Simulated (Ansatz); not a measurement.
**CH6OSSi2: basis-set convergence**

Aim: see how fast density functionals converge with the basis set for CH6OSSi2.

Program: Ansatz 0.2.0, Gaussian basis. Level of theory: one geometry, several basis sets. These are calculated values, not measurements.

The runs, in order: PBE0-D4/def2-SVP; ωB97M-V/def2-SVP; PBE0-D4/def2-QZVPP; ωB97M-V/def2-QZVPP; the functionals' def2-TZVPP values are taken from earlier runs.

## 1. The geometry

An earlier PBE0-D4 in a triple-zeta def2 set relaxation fixed the geometry.

11 atoms, charge 0, spin multiplicity 1.

Atoms are counted from 1 here; the program's logs count them from 0.

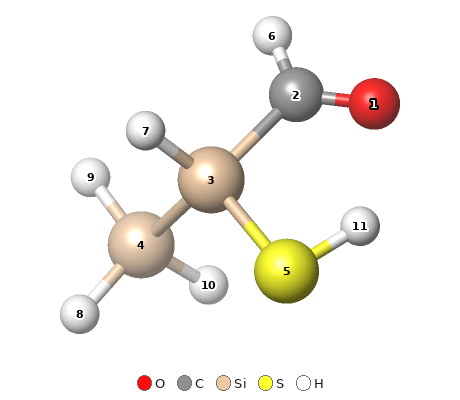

The geometry (oxygen red, carbon grey, silicon light orange, sulfur yellow, hydrogen white); atoms are numbered from 1 in the order of the file.

## 2. PBE0-D4 in def2-SVP

The input, in.yaml:

```yaml
crystal:
  periodic: [false, false, false]
  atoms:
    - {symbol: O, position_ang: [-1.928662, 0.917608, -1.513196]}
    - {symbol: C, position_ang: [-0.789223, 1.094518, -1.164727]}
    - {symbol: Si, position_ang: [0.343993, -0.361135, -0.586707]}
    - {symbol: Si, position_ang: [0.885047, -0.073364, 1.674648]}
    - {symbol: S, position_ang: [-0.817097, -2.105965, -0.942558]}
    - {symbol: H, position_ang: [-0.373233, 2.128229, -1.162133]}
    - {symbol: H, position_ang: [1.581375, -0.300072, -1.414754]}
    - {symbol: H, position_ang: [1.685678, -1.235601, 2.141051]}
    - {symbol: H, position_ang: [1.681792, 1.170393, 1.859982]}
    - {symbol: H, position_ang: [-0.365961, 0.019375, 2.470421]}
    - {symbol: H, position_ang: [-1.838311, -1.311083, -1.341527]}
basis:
  gaussian: {orbitals: def2-SVP}
hamiltonian: {xc: pbe0, dispersion: d4}
output: {orbitals: {seedname: orbitals}}
```

The run is started by

```
$ ansatz run in.yaml --threads 4 --pin off --events-out ev --progress --plain --max-ram 10444MiB
```

The log of the run:

```text
Functional definition: PBE0
  name "PBE0"
  cite "Adamo & Barone, J. Chem. Phys. 110, 6158 (1999) doi:10.1063/1.478522"
  cite "Perdew, Burke & Ernzerhof, Phys. Rev. Lett. 77, 3865 (1996) doi:10.1103/PhysRevLett.77.3865"
  parent pbe
  parameter a = 0.25
  parameter kappa = 0.804
  parameter beta = 0.06672455060314922
  exchange = (1 - a)*pbe_x(kappa = kappa, mu = beta*pi^2/3) + a*exact_x
  correlation = pbe_c(beta = beta)
1078 factors; integrals over basis functions are off by at most 1.3e-3 eV
mean field evaluation 1: about -29745.0334 eV, gradient 3.5e1 eV
mean field evaluation 2: about -29738.7643 eV, gradient 6.7e1 eV
mean field evaluation 4: about -29747.5370 eV, gradient 2.8e0 eV
mean field evaluation 8: about -29747.6713 eV, gradient 2.0e-1 eV
mean field evaluation 16: about -29747.6714 eV, gradient 6.3e-5 eV
mean field -29747.67144218 eV, -1093.2067618041 hartree, gradient 1.3e-5 eV, S^2 0.000000; 0 other end points of the search recorded, 0 dependent functions left out
reference -29747.67146827 eV, -1093.2067627630 hartree; 32, 32 occupied and 80, 80 virtual orbitals, 1078 factors
Total energy: -29747.92996928 eV, -1093.2162625001 hartree
```

Run time: 0.75 s. Hardware: 4 threads of Intel Xeon Platinum 8488C, shared host; peak memory 0.25 GiB.

## 3. ωB97M-V in def2-SVP

in.yaml: that of step 2 with these lines changed.

```diff
@@ -16,3 +16,3 @@
   gaussian: {orbitals: def2-SVP}
-hamiltonian: {xc: pbe0, dispersion: d4}
+hamiltonian: {xc: {name: wB97M-V}}
 output: {orbitals: {seedname: orbitals}}
```

The command is unchanged.

The log of the run (excerpt; [...] marks lines left out):

```text
Functional definition: wB97M-V
  name "wB97M-V"
  cite "Mardirossian & Head-Gordon, J. Chem. Phys. 144, 214110 (2016) doi:10.1063/1.4952647"
  cite "Becke, J. Chem. Phys. 107, 8554 (1997) doi:10.1063/1.475007"
  cite "Vydrov & Van Voorhis, J. Chem. Phys. 133, 244103 (2010) doi:10.1063/1.3521275"
  # Of w^i u^j: cxij and so on, Table III.
[...]
  gx(w, u) = 1 - cx + cx01*u + cx10*w
  gss(w, u) = css00 + css04*u^4 + css10*w + css20*w^2 + css43*w^4*u^3
  gos(w, u) = cos00 + cos10*w + (cos20 + cos21*u)*w^2 + (cos60 + cos61*u)*w^6
[...]
      + integral(e_c_pw_mod_opposite_spin*gos(b97_w_opposite, b97_u_opposite)) + vv10(b, c)
1078 factors; integrals over basis functions are off by at most 1.3e-3 eV
367 factors; integrals over basis functions are off by at most 8.5e-6 eV
[...]
mean field -29758.42013311 eV, -1093.6017689100 hartree, gradient 6.2e-5 eV, S^2 0.000000; 0 other end points of the search recorded, 0 dependent functions left out
reference -29758.42017760 eV, -1093.6017705450 hartree; 32, 32 occupied and 80, 80 virtual orbitals, 1078 factors
Total energy: -29758.42017760 eV, -1093.6017705450 hartree
```

Run time: 2.7 s. Hardware: 4 threads of Intel Xeon Platinum 8488C, shared host; peak memory 0.38 GiB.

## 4. PBE0-D4 in def2-QZVPP

in.yaml: that of step 3 with these lines changed.

```diff
@@ -15,4 +15,4 @@
 basis:
-  gaussian: {orbitals: def2-SVP}
-hamiltonian: {xc: {name: wB97M-V}}
+  gaussian: {orbitals: "def2-QZVPP.json"}
+hamiltonian: {xc: pbe0, dispersion: d4}
 output: {orbitals: {seedname: orbitals}}
```

The command is unchanged.

The log of the run:

```text
Functional definition: PBE0
  name "PBE0"
  cite "Adamo & Barone, J. Chem. Phys. 110, 6158 (1999) doi:10.1063/1.478522"
  cite "Perdew, Burke & Ernzerhof, Phys. Rev. Lett. 77, 3865 (1996) doi:10.1103/PhysRevLett.77.3865"
  parent pbe
  parameter a = 0.25
  parameter kappa = 0.804
  parameter beta = 0.06672455060314922
  exchange = (1 - a)*pbe_x(kappa = kappa, mu = beta*pi^2/3) + a*exact_x
  correlation = pbe_c(beta = beta)
1859 factors; their error is unknown
mean field evaluation 1: about -29758.1206 eV, gradient 4.2e1 eV
mean field evaluation 2: about -29751.2213 eV, gradient 7.4e1 eV
mean field evaluation 4: about -29761.5995 eV, gradient 4.2e0 eV
mean field evaluation 8: about -29761.6624 eV, gradient 2.4e-1 eV
mean field evaluation 16: about -29761.6624 eV, gradient 3.9e-5 eV
mean field -29761.66240582 eV, -1093.7209202346 hartree, gradient 3.9e-5 eV, S^2 0.000000; 0 other end points of the search recorded, 0 dependent functions left out
reference -29761.66245021 eV, -1093.7209218660 hartree; 32, 32 occupied and 472, 472 virtual orbitals, 1859 factors
Total energy: -29761.92095123 eV, -1093.7304216030 hartree
```

It took 6.5 s on 4 threads of Intel Xeon Platinum 8488C, shared host; peak memory 2.2 GiB.

## 5. ωB97M-V in def2-QZVPP

in.yaml: that of step 4 with these lines changed.

```diff
@@ -16,3 +16,3 @@
   gaussian: {orbitals: "def2-QZVPP.json"}
-hamiltonian: {xc: pbe0, dispersion: d4}
+hamiltonian: {xc: {name: wB97M-V}}
 output: {orbitals: {seedname: orbitals}}
```

The command is unchanged.

The log of the run (excerpt; [...] marks lines left out):

```text
Functional definition: wB97M-V
  name "wB97M-V"
  cite "Mardirossian & Head-Gordon, J. Chem. Phys. 144, 214110 (2016) doi:10.1063/1.4952647"
  cite "Becke, J. Chem. Phys. 107, 8554 (1997) doi:10.1063/1.475007"
  cite "Vydrov & Van Voorhis, J. Chem. Phys. 133, 244103 (2010) doi:10.1063/1.3521275"
  # Of w^i u^j: cxij and so on, Table III.
[...]
  gx(w, u) = 1 - cx + cx01*u + cx10*w
  gss(w, u) = css00 + css04*u^4 + css10*w + css20*w^2 + css43*w^4*u^3
  gos(w, u) = cos00 + cos10*w + (cos20 + cos21*u)*w^2 + (cos60 + cos61*u)*w^6
[...]
      + integral(e_c_pw_mod_opposite_spin*gos(b97_w_opposite, b97_u_opposite)) + vv10(b, c)
1791 factors; their error is unknown
418 factors; integrals over basis functions are off by at most 1.1e-5 eV
[...]
mean field -29772.48988307 eV, -1094.1188226845 hartree, gradient 5.5e-5 eV, S^2 0.000000; 0 other end points of the search recorded, 0 dependent functions left out
reference -29772.48995456 eV, -1094.1188253114 hartree; 32, 32 occupied and 472, 472 virtual orbitals, 1791 factors
Total energy: -29772.48995456 eV, -1094.1188253114 hartree
```

It took 14 s on 4 threads of Intel Xeon Platinum 8488C, shared host; peak memory 2.6 GiB.

## 6. Functionals by basis

The def2-TZVPP values come from earlier runs at the same geometry.

| functional | basis | functions | energy (eV) | from the largest (eV) | HOMO (eV) | LUMO (eV) |
| --- | --- | --- | --- | --- | --- | --- |
| PBE0-D4 | def2-SVP | 112 | -29747.9300 | 13.991 | -7.22 | -1.83 |
| PBE0-D4 | def2-TZVPP | 272 | -29760.8961 | 1.025 | -7.30 | -1.97 |
| PBE0-D4 | def2-QZVPP | 504 | -29761.9210 | 0.000 | -7.32 | -2.01 |
| ωB97M-V | def2-SVP | 112 | -29758.4202 | 14.070 | -9.29 | 0.49 |
| ωB97M-V | def2-TZVPP | 272 | -29771.5191 | 0.971 | -9.42 | 0.25 |
| ωB97M-V | def2-QZVPP | 504 | -29772.4900 | 0.000 | -9.45 | 0.17 |

## 7. Outcome

| quantity | value |
| --- | --- |
| PBE0-D4: double and triple zeta above quadruple | 13.99, 1.02 eV |
| ωB97M-V: double and triple zeta above quadruple | 14.07, 0.97 eV |

In words: For PBE0-D4 the step from double to triple zeta gains 12.97 eV and the next only 1.02 eV. Total energies overstate the basis error of differences, where much of it tends to cancel.

For PBE0-D4 the largest set took about 9 times as long as the smallest (6.5 s against 0.75 s).
